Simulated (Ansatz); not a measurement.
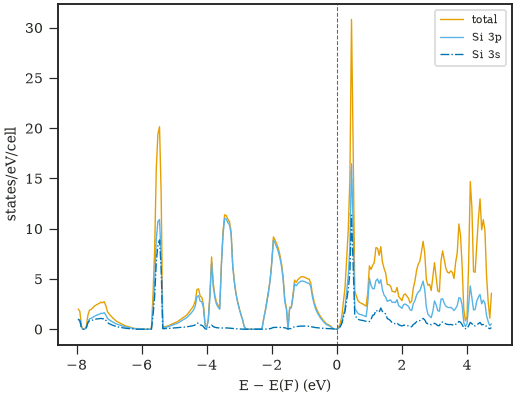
Figure: Total and projected density of states of Si in space group Fd-3m (No. 227; Si on 32e), the program Ansatz at the PBEsol level (PAW)

Q: Which orbitals carry the states next to the Fermi level?

A: Within 0.5 eV of the Fermi level: Si 3p 56 %, Si 3s 36 %, outside the projected shells 8 %. Projections are on Löwdin-orthogonalised atomic valence shells; empty p or d shells of many metals are not among them.

Q: Where is the tallest occupied peak in this window, and what makes it?

A: Near -5.4 eV, about 20 states/eV per cell; the largest projected share is Si 3p.

The start of the workflow was typed in or built on a structure type. Its sites differ from those of the usual phase in this space group: another stacking or structure type. The PBEsol relaxation kept the symmetry of its start. At this level the phase is mechanically unstable. The volume moved by 42 % from the start of the relaxation.

Potentials: the later of the program's two PAW sets.
